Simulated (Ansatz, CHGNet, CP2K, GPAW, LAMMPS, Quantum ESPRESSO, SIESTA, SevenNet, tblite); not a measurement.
# Running free surface of ionic liquid triethylsulfonium formate with water at 340 K (81 atoms) with tblite

Aim: run free surface of ionic liquid triethylsulfonium formate with water at 340 K (81 atoms) in tblite and see how near its forces come to a plane-wave reference, and at what cost.

Main program and level: tblite 0.8.0; the method is named at each step.

### 1. The structure

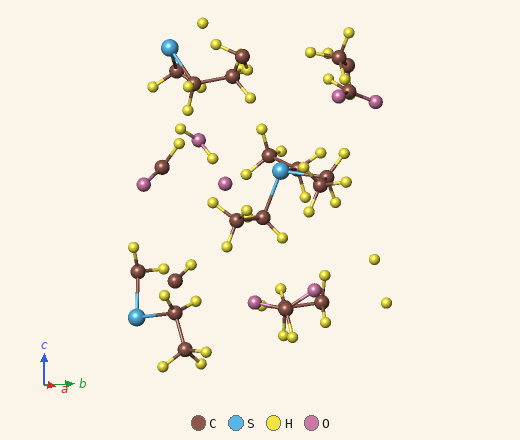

Start, viewed from the side, with the c axis up; carbon brown, sulfur blue, hydrogen yellow, oxygen pink. Bonds to atoms that aren't drawn are left out.

The cell holds 81 atoms: 21 C, 3 S, 50 H and 7 O. Its edges and angles: a = 8.574 Å, b = 8.574 Å, c = 21.346 Å, α = 90.0°, β = 90.0°, γ = 90.0°. 3 triethylsulfonium, 3 formate, 1 H2O placed at random, at 1.02 g/cm³, as a film with 10 Å of vacuum; overlaps pushed apart, then 10 ps at 390 K with MMFF94 bonds, angles, torsions, charges and radii (Halgren, J. Comput. Chem. 17, 490 (1996)) in harmonic and 12-6 forms; SPC/E water (Berendsen, Grigera and Straatsma, J. Phys. Chem. 91, 6269 (1987)); charges of ions scaled by 0.8. Snapshot after 30 ps at 340 K and fixed volume. Vacuum lies along c.

The yardstick, on the same geometry:

| Item | Value |
| --- | --- |
| method | Kohn-Sham DFT, PBE, PAW, plane waves (Ansatz 0.2.0); cutoff 420 eV, Γ point, fermi-dirac smearing of 0.05 eV; PAW set soft_2 |
| r.m.s. force component | 0.8353 eV/Å |
| longest force | 3.282 eV/Å |
| gap (highest filled to lowest empty level) | 1.984 eV |
| SCF cycles | 10 |
| time | 4.4 s on 8 threads of Arm Neoverse V2, shared host |
| CPU time | 31 s |

### 2. GFN2-xTB

Method: GFN2-xTB tight binding, diagonalisation.

run.py

```python
import numpy as np
from ase.io import read
from tblite.ase import TBLite

atoms = read("structure.xyz")
atoms.calc = TBLite(method="GFN2-xTB", electronic_temperature=580, accuracy=1.0, max_iterations=250, mixer_damping=0.4, verbosity=1)
energy = atoms.get_potential_energy()
forces = atoms.get_forces()
print(f"energy {energy:.6f} eV")
print("forces (eV/A)")
for i, (a, f) in enumerate(zip(atoms, forces)):
    print(f"{i:4d} {a.symbol:2s} {f[0]:10.5f} {f[1]:10.5f} {f[2]:10.5f}")
print("charges (e)")
print(np.array2string(atoms.get_charges(), precision=4, suppress_small=True, max_line_width=110, threshold=100000))
```

structure.xyz

```xyz
81
Lattice="8.57364 0.00000 0.00000 0.00000 8.57364 0.00000 0.00000 0.00000 21.34624" Properties=species:S:1:pos:R:3 pbc="T T T"
C 8.30168 2.49870 8.17646
C 0.79375 2.07645 7.20030
S 2.27673 1.39039 8.16088
C 2.09300 8.31849 7.38110
C 3.37801 7.63140 7.75765
C 3.43726 1.98994 6.87925
C 3.66180 3.43117 7.14480
H 7.44192 2.94342 7.60993
H 7.87737 1.59993 8.61278
H 0.22489 3.24152 8.93255
H 1.22500 2.88649 6.60239
H 0.29648 1.29633 6.59001
H 1.14784 7.83571 7.78754
H 2.16390 8.40114 6.30226
H 3.19248 6.57624 7.96129
H 4.15393 7.63114 6.99217
H 3.85171 7.88106 8.71161
H 3.02744 1.87643 5.86595
H 4.41971 1.50682 6.83699
H 2.71287 4.02610 7.37128
H 4.26230 3.57555 8.00527
H 4.28913 3.94105 6.36203
C 6.56526 6.00824 3.20898
C 5.17325 6.64714 3.40793
S 4.04290 5.19288 3.60751
C 3.78826 4.57232 1.85968
C 4.59556 3.32717 1.81763
C 2.51653 6.27282 3.56760
C 1.31845 5.50856 4.01395
H 6.93710 5.25907 3.90999
H 7.35215 6.78586 3.35712
H 6.63986 5.54612 2.22535
H 4.84668 7.07823 2.44585
H 5.08177 7.35284 4.28654
H 4.07411 5.24089 1.10616
H 2.73971 4.27259 1.83172
H 4.66132 2.92816 0.84873
H 4.21360 2.51311 2.47744
H 5.56258 3.44360 2.25416
H 2.45798 7.18008 4.15675
H 2.50522 6.57007 2.51523
H 1.50716 5.16742 5.01978
H 1.18668 4.65600 3.32340
H 0.48715 6.20689 4.12089
C 1.09640 6.18057 19.66181
C 2.11563 7.31717 19.90217
S 1.36570 0.36532 19.40736
C 2.79929 1.44749 19.64516
C 3.42740 1.65977 18.30888
C 0.56243 0.64585 21.06596
C 7.68687 0.07356 21.14217
H 1.51676 5.15910 19.77879
H 0.64088 6.25790 18.59279
H 0.23612 6.25721 20.31543
H 2.55417 7.31091 20.93468
H 2.97745 7.21849 19.20265
[... 21 atom lines left out ...]
H 5.50899 5.23215 18.83037
O 5.92850 1.47792 4.92671
H 6.30480 0.67037 5.38096
H 6.59519 1.83270 4.27138
```

Command:

```sh
> OMP_NUM_THREADS=1 python run.py > output.txt
```

The program printed:

```text
------------------------------------------------------------
  cycle        total energy    energy error   density error
------------------------------------------------------------
      1     -107.6155508021  -1.0873045E+02   1.7868466E-01
      2     -108.3089183472  -6.9336755E-01   7.6203059E-02
      3     -108.3464604319  -3.7542085E-02   4.3187765E-02
      4     -108.3597971824  -1.3336751E-02   1.2829859E-02
      5     -108.3610549212  -1.2577389E-03   5.7461008E-03
      6     -108.3623635919  -1.3086707E-03   1.2919337E-03
      7     -108.3623722095  -8.6175521E-06   4.7941214E-04
      8     -108.3623748522  -2.6427139E-06   2.2516463E-04
      9     -108.3623755184  -6.6617150E-07   8.9028206E-05
     10     -108.3623756398  -1.2141577E-07   2.5218385E-05
     11     -108.3623756451  -5.2933018E-09   1.2649963E-05
------------------------------------------------------------
 total:                                   2.516 sec
energy -2948.690434 eV
forces (eV/A)
   0 C     0.18937    1.49873    0.36822
   1 C    -0.43519   -0.15121    0.32492
   2 S    -1.06844   -0.17277   -2.41126
   3 C     0.21560   -0.41322    1.09712
   4 C     0.75745   -2.09374    0.78834
   5 C     0.65273    0.12895   -0.78234
   6 C    -0.15813    2.42282   -0.25291
   7 H     0.96534    0.09117    0.54847
   8 H     0.18417    0.17056    0.59275
   9 H    -1.48505   -1.28836   -1.10036
  10 H    -0.55713   -0.18979    0.14026
  11 H     0.84156    0.26011    0.04202
  12 H     1.12875    0.44310   -0.74588
  13 H    -0.89610    0.27182    0.00095
  14 H    -0.25790   -0.40746   -0.41916
  15 H    -0.18557    0.43102    0.03496
  16 H    -0.21449    0.80592   -0.14227
  17 H    -0.28798   -0.27633    0.38845
  18 H    -0.20179   -0.30293    0.36391
  19 H     1.09976   -0.63572   -0.76005
  20 H     0.59449   -0.07066    1.19500
  21 H    -1.02423   -0.59475    0.27410
  22 C     0.93368    1.15052    0.29543
  23 C     0.76840   -0.95548   -0.11402
[...]
73 H    -0.91097   -0.82913    0.87323
  74 O     1.60504    1.62895   -0.53753
  75 C    -1.44859    1.49431    1.37119
  76 O    -0.35602   -2.38776   -0.94698
  77 H    -0.11329   -0.70737    0.25048
  78 O    -0.20320    0.44249   -0.29102
  79 H    -0.32164    1.47289   -1.02941
  80 H    -0.57401   -0.84617    0.98260
charges (e)
[-0.0976 -0.0453  0.2314 -0.0361 -0.1136 -0.047  -0.104   0.0905  0.0559  0.0334  0.0977  0.1217  0.1055
  0.1089  0.0515  0.0821  0.045   0.1012  0.1332  0.0355  0.0483  0.0761 -0.1063 -0.034   0.2447 -0.0332
 -0.1134 -0.0505 -0.1138  0.0677  0.0724  0.0554  0.0918  0.1104  0.124   0.077   0.0799  0.0512  0.0675
  0.1018  0.0748  0.0616  0.0492  0.1004 -0.0953 -0.0282  0.2232 -0.0243 -0.0935 -0.0621 -0.105   0.0739
  0.0327  0.0706  0.0982  0.0852  0.1015  0.1082  0.0418  0.0461  0.081   0.0804  0.1299  0.0652  0.0648
  0.0812 -0.552   0.365  -0.6035 -0.1346 -0.5948  0.355  -0.5834 -0.1015 -0.5923  0.3597 -0.6128 -0.1321
 -0.7089  0.3116  0.2959]
```

The job ended after 3 s (1 thread of Arm Neoverse V2, shared host; peak memory 0.18 GiB).

Banners, paths, timers and routine set-up lines are dropped from the logs unmarked, and long logs keep their key lines alone; longer cuts are marked.

Against the reference:

* r.m.s. force component: 0.9057 eV/Å
* r.m.s. difference of force components: 374.6 meV/Å
* longest difference of force vectors: 1777 meV/Å
* force difference over r.m.s. force: 44.85 %
* slope of forces against the reference's: 0.9874
* correlation of force components: 0.9105

Length of the force difference by element (eV/Å):

| element | atoms | mean | most |
| --- | --- | --- | --- |
| C | 21 | 0.56 | 1.8 |
| H | 50 | 0.32 | 0.89 |
| O | 7 | 1.5 | 1.7 |
| S | 3 | 0.71 | 0.74 |

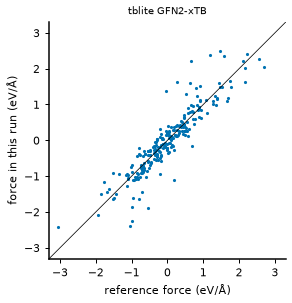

Force components against those of the reference; the line marks equality.

A closer look about H66, picked at random: 9 atoms, nearest first, numbered in the order of the input, with positions taken from that point.

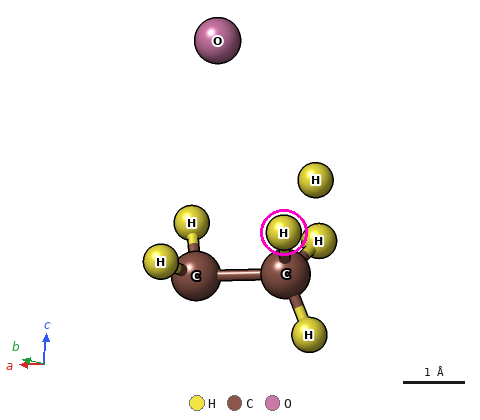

The atoms of the table, within 3.3 Å (arrows a, b, c point along x, y, z); some may hide others; the central atom is ringed.

| atom | x | y | z | distance (Å) | bonds | Mulliken charge (e) | Fx | Fy | Fz (eV/Å) |
| --- | --- | --- | --- | --- | --- | --- | --- | --- | --- |
| H66 | 0.00 | 0.00 | 0.00 | 0.00 | 1 | 0.08 | 0.16 | -1.08 | -0.88 |
| C51 | 0.59 | -0.78 | -0.56 | 1.13 | 4 | -0.10 | 1.11 | -0.28 | 1.48 |
| H65 | 0.70 | -1.68 | 0.13 | 1.82 | 1 | 0.06 | -0.78 | 0.80 | -0.95 |
| H64 | 0.22 | -1.08 | -1.54 | 1.89 | 1 | 0.07 | -0.38 | 0.21 | 0.39 |
| C50 | 2.03 | -0.21 | -0.63 | 2.14 | 4 | -0.06 | -1.50 | -1.05 | -0.29 |
| H62 | 1.92 | 0.81 | -0.55 | 2.16 | 1 | 0.08 | 0.02 | 2.27 | -0.18 |
| H63 | 2.49 | -0.51 | 0.31 | 2.56 | 1 | 0.13 | 0.98 | -0.34 | -0.27 |
| H37 | -2.44 | 2.07 | 0.50 | 3.24 | 1 | 0.08 | 0.16 | -0.26 | -1.35 |
| O67 | 0.81 | 1.09 | 3.06 | 3.34 | 1 | -0.55 | 2.22 | -0.26 | -0.68 |

Atoms are counted from 1 here, from 0 in the log.

Forces lie 45 % from the reference's, at 0.098 times its CPU time (on 1 against 8 cores).

Left out of this page: tblite IPEA1-xTB (killed or ended with an error).

### 3. What came out

| Property | Result |
| --- | --- |
| force difference from the reference | tblite GFN2-xTB, 45 % |
| its CPU time | 3 s |

What this shows: Tight binding differs by 45 % (tblite GFN2-xTB); it is another model, with fitted parameters of its own, and the xTB methods hold dispersion. One electronic-structure run takes under half the reference's CPU time: tblite GFN2-xTB, at 45 % in 3 s against 31 s. Periodic xTB results under one method name differ between programs and library versions. The network of contacts between molecules at the start is that of the classical potential that made the cell, and needn't be the one that DFT or experiment would give. The reference's PBE has no dispersion term, which matters for the binding between molecules or layers. The electronic-structure runs sample only Γ, in a cell whose shortest periodic width is 9 Å.

[Also dropped from logs without a mark: logging warnings of Python, and SIESTA's first energy breakdown and zero terms.]

[Logs are printed without paths, hosts, clocks, repeated set-up lines and the standing remarks that a program may print on its own settings, such as how far it seeks lower states.]

[Hosts, paths, dates, database ids (printed as entryN), source tags and the programs' standing remarks are cut or masked in the printed files.]

[The MMFF94 radii named for the starting cell were scaled by 0.96; in molecules described by MMFF94, hydrogen bound to N, O or S took a small fixed 12-6 site in their place.]
